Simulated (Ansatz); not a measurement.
# Geometry relaxation of H$_{15}$NO$_{6}$ (part 1 of 2)

H$_{15}$NO$_{6}$ (disordered cell, 22 atoms in the cell), computed with DFT PBE, scalar-relativistic, plane waves, PAW, no spin polarisation (Ansatz 0.2.0).

It belongs to a series of runs on one base structure; here: start relaxed.

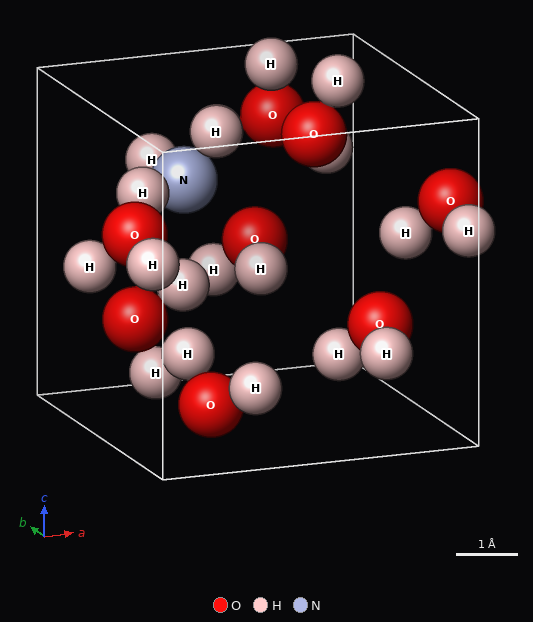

*The structure as given in the input (spheres-only view of the cell of the calculation, seen slightly off an axis).*

## Input
```yaml
accuracy: low
crystal:
  lattice:
    - [5.595575, 0.0, 0.0]
    - [0.0, 5.595575, 0.0]
    - [0.0, 0.0, 5.595575]
  atoms:
    - { symbol: O, position: [0.6345271, 0.3922964, 0.8889667] }
    - { symbol: H, position: [0.7230284, 0.516908, 0.8077184] }
    - { symbol: H, position: [0.70716, 0.3848726, 1.0459099] }
    - { symbol: O, position: [0.2370932, 0.2110658, 0.1503895] }
    - { symbol: H, position: [0.326122, 0.0823652, 0.2243615] }
    - { symbol: H, position: [0.2083142, 0.3220235, 0.280089] }
    - { symbol: O, position: [0.1809437, 0.6754068, 0.2967315] }
    - { symbol: H, position: [0.322779, 0.6519447, 0.3931374] }
    - { symbol: H, position: [0.2358998, 0.650154, 0.1345467] }
    - { symbol: O, position: [0.7230198, 0.940768, 0.7979087] }
    - { symbol: H, position: [0.5680256, 0.9999559, 0.7485591] }
    - { symbol: H, position: [0.701005, 0.8996371, 0.9645983] }
    - { symbol: O, position: [0.7082528, 0.0491886, 0.3900085] }
    - { symbol: H, position: [0.6168456, 0.1482897, 0.2814475] }
    - { symbol: H, position: [0.6637233, -0.1123945, 0.3467666] }
    - { symbol: O, position: [1.0148977, 0.2603288, 0.679768] }
    - { symbol: H, position: [0.9040607, 0.3400361, 0.573355] }
    - { symbol: H, position: [1.0058944, 0.0940057, 0.6326788] }
    - { symbol: "N", position: [0.3206914, 0.6381148, 0.7179929] }
    - { symbol: H, position: [0.2894366, 0.8161003, 0.7370777] }
    - { symbol: H, position: [0.1577883, 0.5576585, 0.7149451] }
    - { symbol: H, position: [0.4016941, 0.5837246, 0.8712906] }
basis:
  ecutwfc: 420.0
kpoints:
  mp_grid: { grid: [1, 1, 1] }
hamiltonian:
  xc: pbe
scf:
  occupations: { method: fermi_dirac, width: 0.02 }
  lower_state_search: "off"
relax:
  f_tol: 0.3
  max_steps: 15
  adjacent_minimum: "off"
output:
  write_density: true
  write_potential: true
  elf: true
  volumetric_format: npy
```

Launch command:
```bash
ansatz run input.yaml --threads 1 --pin off --max-ram 3072MiB --backend cpu --events-out ev --progress --plain --runs-dir out
```

## Log
```
Engine: ansatz 0.2.0, aarch64-unknown-linux-gnu
Pseudopotentials: kind: paw
Pseudopotential: O, paw, valence charge 6, recommended cutoff 420 eV (normal), O.paw.azcp
Pseudopotential: H, paw, valence charge 1, recommended cutoff 420 eV (normal), H.paw.azcp
Pseudopotential: N, paw, valence charge 5, recommended cutoff 420 eV (normal), N.paw.azcp
Functional definition: PBE
  parameter kappa = 0.804
  parameter beta = 0.06672455060314922
  exchange = pbe_x(kappa = kappa, mu = beta*pi^2/3)
  correlation = pbe_c(beta = beta)
Crystal: 22 atoms, lattice volume = 175.200 Å³
Basis set: ecut = 420 eV, 3407 PW (Γ), exchange–correlation on 80×80×80 points (8 copies of the dense FFT grid, shifted against one another)
Bands: 50, of which v1, the nominal top of the filled ones, is band 28 counted from 1 (27 counted from 0)
Symmetry: 1 space group operations
Space group: P1 (ITA 1), of the structure as read, at distance tolerance 5.6e-5 Å
k-points: 1
Non-local potential: O, projectors of the file, l = 0: 2, l = 1: 2, l = 2: 1
Non-local potential: H, projectors of the file, l = 0: 2, l = 1: 1
Non-local potential: N, projectors of the file, l = 0: 2, l = 1: 2, l = 2: 1
PAW form: soft (Blöchl's): semilocal exchange-correlation on the pseudo side does not see the compensation charge
PAW one-centre angular grid: O, 110 points (default); XC on 64 Gauss nodes
PAW one-centre angular grid: H, 110 points (default); XC on 64 Gauss nodes
PAW one-centre angular grid: N, 110 points (default); XC on 64 Gauss nodes
Initial density: superposition of atomic densities (neutral atoms: chi_scale 0, normalization atom), corrected by the library's trained network
Initial wavefunctions: pseudopotential atomic-orbital guess
Functional: x = pbe(κ = 0.804, μ = 0.2195149727645171), c = pbe(β = 0.06672455060314922)
SCF iter   1: F=—  HF=-4025.599379 eV  |F-HF|=—  |Δ(HF+E_count)|=         —  Δρ=7.61e-3  dr2=1.11e-1  ethr=1.77e-3  ⟨swp⟩=6.0  Hψ=237  notcnv=0  defer=9
preconditioner: auto → Resta (q_TF=auto, 2.256 Å⁻¹)  ε∞=2.4  [insulator: Δε(μ)=3.091 eV  Ē_g=18.044 eV  σ=0.020 eV  W_gap=1.00  n_scr=32 (ndim 8)  ℏωp=21.0 eV  f_vac=0.159  D(μ)=0.00/eV (n_scr^D=0)  ε∞_Penn≈2.4]
SCF iter   2: F=—  HF=-4025.563755 eV  |F-HF|=—  |Δ(HF+E_count)|=   3.56e-2  Δρ=3.27e-3  dr2=1.49e-2  ethr=1.98e-4  ⟨swp⟩=2.0  Hψ=76  notcnv=0  defer=15
SCF iter   3: F=—  HF=-4025.560405 eV  |F-HF|=—  |Δ(HF+E_count)|=   3.35e-3  Δρ=1.32e-3  dr2=4.16e-3  ethr=2.66e-5  ⟨swp⟩=2.0  Hψ=62  notcnv=0  defer=15
SCF iter   4: F=—  HF=-4025.559854 eV  |F-HF|=—  |Δ(HF+E_count)|=   5.51e-4  Δρ=4.02e-4  dr2=2.50e-4  ethr=7.43e-6  ⟨swp⟩=2.0  Hψ=63  notcnv=0  defer=15
SCF iter   5: F=—  HF=-4025.559917 eV  |F-HF|=—  |Δ(HF+E_count)|=   6.28e-5  Δρ=1.94e-4  dr2=5.57e-5  ethr=4.47e-7  ⟨swp⟩=2.0  Hψ=57  notcnv=0  defer=15
SCF iter   6: F=-4025.559924 eV  HF=-4025.559922 eV  |F-HF|=1.41e-6  |Δ(HF+E_count)|=   5.40e-6  Δρ=4.52e-5  dr2=2.32e-6  ethr=9.94e-8  ⟨swp⟩=11.0  Hψ=348  notcnv=0
SCF 1 converged in 6 iterations: F = -4025.559924 eV  dr2 = 2.32e-6
  greatest PAW one-centre occupation: 0.873 electrons in one spin orbital (limit 2), on the O atom at site 0 (counted from 0), in its partial waves of l = 0
relax step   1: F+E_penalty+E_count = -4025.55992377 eV  Δ(F+E_penalty+E_count) = +0.000e0 eV  max|allowed force component| = 1.988e0 eV/Å  Δτ_max = 0.0000 Å  (6 SCF iters, dr2 threshold 1.00e-4 eV, accepted)
Initial density: handed on by an earlier stage of this run
Initial wavefunctions: those handed on with the density
iter 1 solved again at ethr=8.89e-4 eV; its pass at ethr=3.10e-3 eV (dr2=4.98e-1 eV) is discarded
SCF iter   1: F=—  HF=-4026.724158 eV  |F-HF|=—  |Δ(HF+E_count)|=         —  Δρ=2.99e-2  dr2=5.12e-1  ethr=8.89e-4  ⟨swp⟩=1.0  Hψ=215  notcnv=0  defer=14
preconditioner: auto → Resta (q_TF=auto, 2.256 Å⁻¹)  ε∞=2.4  [insulator: Δε(μ)=3.300 eV  Ē_g=17.960 eV  σ=0.020 eV  W_gap=1.00  n_scr=32 (ndim 8)  ℏωp=21.0 eV  f_vac=0.163  D(μ)=0.00/eV (n_scr^D=0)  ε∞_Penn≈2.4]
SCF iter   2: F=—  HF=-4026.646209 eV  |F-HF|=—  |Δ(HF+E_count)|=   7.79e-2  Δρ=1.41e-2  dr2=9.81e-2  ethr=8.89e-4  ⟨swp⟩=2.0  Hψ=54  notcnv=0  defer=14
SCF iter   3: F=—  HF=-4026.642501 eV  |F-HF|=—  |Δ(HF+E_count)|=   3.71e-3  Δρ=3.15e-3  dr2=1.01e-2  ethr=1.75e-4  ⟨swp⟩=2.0  Hψ=75  notcnv=0  defer=15
SCF iter   4: F=—  HF=-4026.640636 eV  |F-HF|=—  |Δ(HF+E_count)|=   1.86e-3  Δρ=7.91e-4  dr2=5.25e-4  ethr=1.81e-5  ⟨swp⟩=2.0  Hψ=69  notcnv=0  defer=15
SCF iter   5: F=—  HF=-4026.640815 eV  |F-HF|=—  |Δ(HF+E_count)|=   1.79e-4  Δρ=1.88e-4  dr2=4.71e-5  ethr=9.37e-7  ⟨swp⟩=3.0  Hψ=87  notcnv=0  defer=15
SCF iter   6: F=-4026.640830 eV  HF=-4026.640832 eV  |F-HF|=2.38e-6  |Δ(HF+E_count)|=   1.69e-5  Δρ=8.82e-5  dr2=1.06e-5  ethr=8.41e-8  ⟨swp⟩=11.0  Hψ=354  notcnv=0
SCF 2 converged in 6 iterations: F = -4026.640830 eV  dr2 = 1.06e-5
  greatest PAW one-centre occupation: 0.871 electrons in one spin orbital (limit 2), on the O atom at site 0 (counted from 0), in its partial waves of l = 0
relax step   2: F+E_penalty+E_count = -4026.64082996 eV  Δ(F+E_penalty+E_count) = -1.081e0 eV  max|allowed force component| = 1.272e0 eV/Å  Δτ_max = 0.1949 Å  (6 SCF iters, dr2 threshold 1.00e-4 eV, accepted)
iter 1 solved again at ethr=8.06e-4 eV; its pass at ethr=3.10e-3 eV (dr2=4.51e-1 eV) is discarded
SCF iter   1: F=—  HF=-4027.512465 eV  |F-HF|=—  |Δ(HF+E_count)|=         —  Δρ=2.87e-2  dr2=4.68e-1  ethr=8.06e-4  ⟨swp⟩=1.0  Hψ=214  notcnv=0  defer=16
preconditioner: auto → Resta (q_TF=auto, 2.256 Å⁻¹)  ε∞=2.4  [insulator: Δε(μ)=3.511 eV  Ē_g=17.957 eV  σ=0.020 eV  W_gap=1.00  n_scr=32 (ndim 8)  ℏωp=21.0 eV  f_vac=0.159  D(μ)=0.00/eV (n_scr^D=0)  ε∞_Penn≈2.4]
SCF iter   2: F=—  HF=-4027.456486 eV  |F-HF|=—  |Δ(HF+E_count)|=   5.60e-2  Δρ=1.38e-2  dr2=9.83e-2  ethr=8.06e-4  ⟨swp⟩=3.0  Hψ=61  notcnv=0  defer=16
SCF iter   3: F=—  HF=-4027.460156 eV  |F-HF|=—  |Δ(HF+E_count)|=   3.67e-3  Δρ=3.33e-3  dr2=1.28e-2  ethr=1.76e-4  ⟨swp⟩=2.0  Hψ=73  notcnv=0  defer=16
SCF iter   4: F=—  HF=-4027.457844 eV  |F-HF|=—  |Δ(HF+E_count)|=   2.31e-3  Δρ=7.85e-4  dr2=7.90e-4  ethr=2.28e-5  ⟨swp⟩=2.0  Hψ=87  notcnv=0  defer=16
SCF iter   5: F=—  HF=-4027.458078 eV  |F-HF|=—  |Δ(HF+E_count)|=   2.35e-4  Δρ=2.37e-4  dr2=8.76e-5  ethr=1.41e-6  ⟨swp⟩=2.0  Hψ=61  notcnv=0  defer=16
SCF iter   6: F=—  HF=-4027.458093 eV  |F-HF|=—  |Δ(HF+E_count)|=   1.49e-5  Δρ=1.08e-4  dr2=1.70e-5  ethr=1.56e-7  ⟨swp⟩=12.0  Hψ=356  notcnv=0
SCF iter   7: F=-4027.458097 eV  HF=-4027.458097 eV  |F-HF|=4.34e-7  |Δ(HF+E_count)|=   3.39e-6  Δρ=1.94e-5  dr2=7.51e-7  ethr=3.04e-8  ⟨swp⟩=11.0  Hψ=280  notcnv=0
SCF 3 converged in 7 iterations: F = -4027.458097 eV  dr2 = 7.51e-7
[...]
  greatest PAW one-centre occupation: 0.870 electrons in one spin orbital (limit 2), on the O atom at site 0 (counted from 0), in its partial waves of l = 0
relax step   3: F+E_penalty+E_count = -4027.45809706 eV  Δ(F+E_penalty+E_count) = -8.173e-1 eV  max|allowed force component| = 1.640e0 eV/Å  Δτ_max = 0.1954 Å  (7 SCF iters, dr2 threshold 1.00e-4 eV, accepted)
preconditioner: auto → Resta (q_TF=auto, 2.256 Å⁻¹)  ε∞=2.3  [insulator: Δε(μ)=3.817 eV  Ē_g=18.113 eV  σ=0.020 eV  W_gap=1.00  n_scr=32 (ndim 8)  ℏωp=21.0 eV  f_vac=0.151  D(μ)=0.00/eV (n_scr^D=0)  ε∞_Penn≈2.3]
  greatest PAW one-centre occupation: 0.869 electrons in one spin orbital (limit 2), on the O atom at site 0 (counted from 0), in its partial waves of l = 0
relax step   4: F+E_penalty+E_count = -4028.16245932 eV  Δ(F+E_penalty+E_count) = -7.044e-1 eV  max|allowed force component| = 1.553e0 eV/Å  Δτ_max = 0.1950 Å  (7 SCF iters, dr2 threshold 1.00e-4 eV, accepted)
preconditioner: auto → Resta (q_TF=auto, 2.256 Å⁻¹)  ε∞=2.3  [insulator: Δε(μ)=4.113 eV  Ē_g=18.157 eV  σ=0.020 eV  W_gap=1.00  n_scr=32 (ndim 8)  ℏωp=21.0 eV  f_vac=0.148  D(μ)=0.00/eV (n_scr^D=0)  ε∞_Penn≈2.3]
  greatest PAW one-centre occupation: 0.868 electrons in one spin orbital (limit 2), on the O atom at site 0 (counted from 0), in its partial waves of l = 0
relax step   5: F+E_penalty+E_count = -4028.80040416 eV  Δ(F+E_penalty+E_count) = -6.379e-1 eV  max|allowed force component| = 1.077e0 eV/Å  Δτ_max = 0.1949 Å  (7 SCF iters, dr2 threshold 1.00e-4 eV, accepted)
preconditioner: auto → Resta (q_TF=auto, 2.256 Å⁻¹)  ε∞=2.3  [insulator: Δε(μ)=4.299 eV  Ē_g=18.218 eV  σ=0.020 eV  W_gap=1.00  n_scr=32 (ndim 8)  ℏωp=21.0 eV  f_vac=0.150  D(μ)=0.00/eV (n_scr^D=0)  ε∞_Penn≈2.3]
  greatest PAW one-centre occupation: 0.867 electrons in one spin orbital (limit 2), on the O atom at site 0 (counted from 0), in its partial waves of l = 0
relax step   6: F+E_penalty+E_count = -4029.17201583 eV  Δ(F+E_penalty+E_count) = -3.716e-1 eV  max|allowed force component| = 5.954e-1 eV/Å  Δτ_max = 0.1948 Å  (6 SCF iters, dr2 threshold 1.00e-4 eV, accepted)
preconditioner: auto → Resta (q_TF=auto, 2.256 Å⁻¹)  ε∞=2.3  [insulator: Δε(μ)=4.442 eV  Ē_g=18.237 eV  σ=0.020 eV  W_gap=1.00  n_scr=32 (ndim 8)  ℏωp=21.0 eV  f_vac=0.156  D(μ)=0.00/eV (n_scr^D=0)  ε∞_Penn≈2.3]
  greatest PAW one-centre occupation: 0.866 electrons in one spin orbital (limit 2), on the O atom at site 0 (counted from 0), in its partial waves of l = 0
relax step   7: F+E_penalty+E_count = -4029.44530176 eV  Δ(F+E_penalty+E_count) = -2.733e-1 eV  max|allowed force component| = 8.046e-1 eV/Å  Δτ_max = 0.1950 Å  (7 SCF iters, dr2 threshold 1.00e-4 eV, accepted)
preconditioner: auto → Resta (q_TF=auto, 2.256 Å⁻¹)  ε∞=2.3  [insulator: Δε(μ)=4.534 eV  Ē_g=18.312 eV  σ=0.020 eV  W_gap=1.00  n_scr=32 (ndim 8)  ℏωp=21.0 eV  f_vac=0.155  D(μ)=0.00/eV (n_scr^D=0)  ε∞_Penn≈2.3]
relax step   8: F+E_penalty+E_count = -4029.58391015 eV  Δ(F+E_penalty+E_count) = -1.386e-1 eV  max|allowed force component| = 4.548e-1 eV/Å  Δτ_max = 0.2000 Å  (6 SCF iters, dr2 threshold 1.00e-4 eV, accepted)
preconditioner: auto → Resta (q_TF=auto, 2.256 Å⁻¹)  ε∞=2.3  [insulator: Δε(μ)=4.524 eV  Ē_g=18.322 eV  σ=0.020 eV  W_gap=1.00  n_scr=32 (ndim 8)  ℏωp=21.0 eV  f_vac=0.155  D(μ)=0.00/eV (n_scr^D=0)  ε∞_Penn≈2.3]
  greatest PAW one-centre occupation: 0.866 electrons in one spin orbital (limit 2), on the O atom at site 9 (counted from 0), in its partial waves of l = 0
relax step   9: F+E_penalty+E_count = -4029.65367818 eV  Δ(F+E_penalty+E_count) = -6.977e-2 eV  max|allowed force component| = 3.364e-1 eV/Å  Δτ_max = 0.2000 Å  (8 SCF iters, accepted)
preconditioner: auto → Resta (q_TF=auto, 2.256 Å⁻¹)  ε∞=2.3  [insulator: Δε(μ)=4.487 eV  Ē_g=18.310 eV  σ=0.020 eV  W_gap=1.00  n_scr=32 (ndim 8)  ℏωp=21.0 eV  f_vac=0.157  D(μ)=0.00/eV (n_scr^D=0)  ε∞_Penn≈2.3]
relax step  10: F+E_penalty+E_count = -4029.70136023 eV  Δ(F+E_penalty+E_count) = -4.768e-2 eV  max|allowed force component| = 7.094e-1 eV/Å  Δτ_max = 0.1970 Å  (7 SCF iters, accepted)
preconditioner: auto → Resta (q_TF=auto, 2.256 Å⁻¹)  ε∞=2.3  [insulator: Δε(μ)=4.484 eV  Ē_g=18.334 eV  σ=0.020 eV  W_gap=1.00  n_scr=32 (ndim 8)  ℏωp=21.0 eV  f_vac=0.163  D(μ)=0.00/eV (n_scr^D=0)  ε∞_Penn≈2.3]
relax step  11: F+E_penalty+E_count = -4029.73183865 eV  Δ(F+E_penalty+E_count) = -3.048e-2 eV  max|allowed force component| = 1.601e-1 eV/Å  Δτ_max = 0.2000 Å  (6 SCF iters, dr2 threshold 1.00e-4 eV, accepted)
preconditioner: auto → Resta (q_TF=auto, 2.256 Å⁻¹)  ε∞=2.3  [insulator: Δε(μ)=4.453 eV  Ē_g=18.313 eV  σ=0.020 eV  W_gap=1.00  n_scr=32 (ndim 8)  ℏωp=21.0 eV  f_vac=0.155  D(μ)=0.00/eV (n_scr^D=0)  ε∞_Penn≈2.3]
relax step  12: F+E_penalty+E_count = -4029.73184345 eV  Δ(F+E_penalty+E_count) = -4.801e-6 eV  max|allowed force component| = 1.589e-1 eV/Å  Δτ_max = 0.0000 Å  (5 SCF iters, accepted)
```

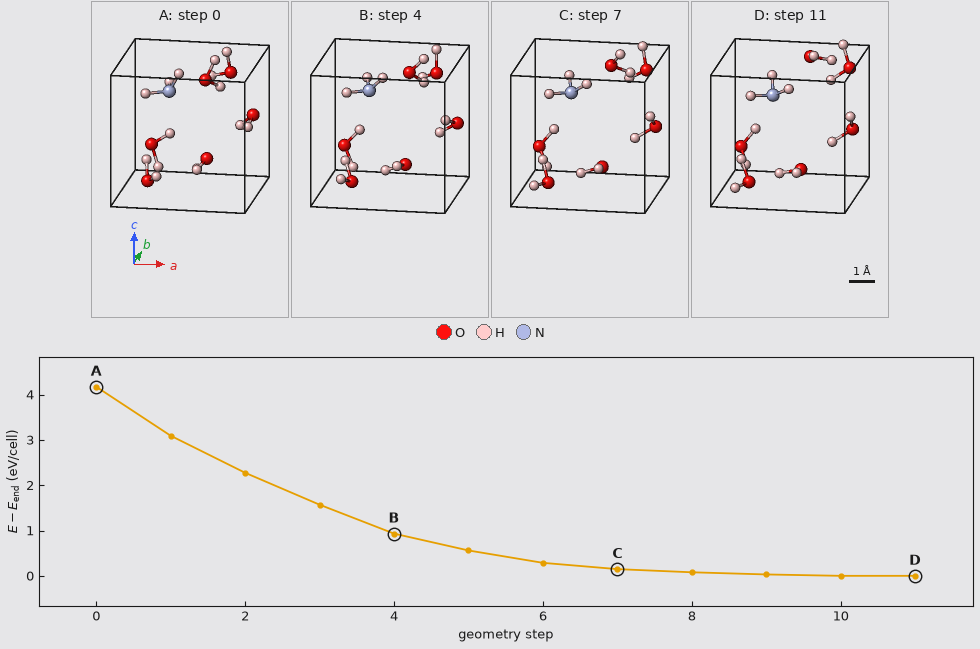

*Frames of the relaxation (ball-and-stick view of the cell of the calculation, seen at an oblique angle) above the curves, on which the letters mark them (the first geometry is step 0 here and step 1 in the log).*

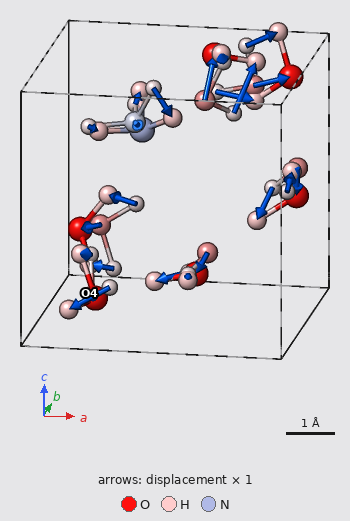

*Start (faint) and end (solid) with the displacements as blue arrows, at true length (ball-and-stick view of the cell of the calculation, seen at an oblique angle).*

H2 moves most: 1.18 Å. By element the largest moves are H 1.18 Å, O 1.03 Å, N 0.37 Å. The cell stays as it was. Among the contacts that change: O13–H14 0.969 → 1.013 Å, O4–H6 0.969 → 0.997 Å, O10–H12 0.969 → 0.989 Å, N19–H21 1.017 → 1.028 Å. Among the angles that change: H5–O4–H6 104.0° → 99.2°, H17–O16–H18 104.0° → 100.2°, H14–O13–H15 104.0° → 106.9°. The energy falls by 4.172 eV per cell of the calculation in 11 geometry steps. The largest force component goes from 2 to 0.16 eV/Å. (Atoms are counted from 1 in the order of the input.)

```
NSCF: frozen V_eff on 1 k-points
the band table was solved once a step of the walk had ended and its energy, with any forces and stress, was formed, with the checks that follow a solve (291 applications of the Hamiltonian). They found nothing against the state; the energy, forces and stress were not computed again (output.eigenvalues in the input reference)
Free energy (F): -4029.731843 eV
Harris-Foulkes:  -4029.731843 eV  (|F-HF|=8.89e-10)
Internal energy: -4029.731843 eV  (E = F + TS)
E sigma→0 (E₀):  -4029.731843 eV
Fermi energy:    0.923242 eV
```
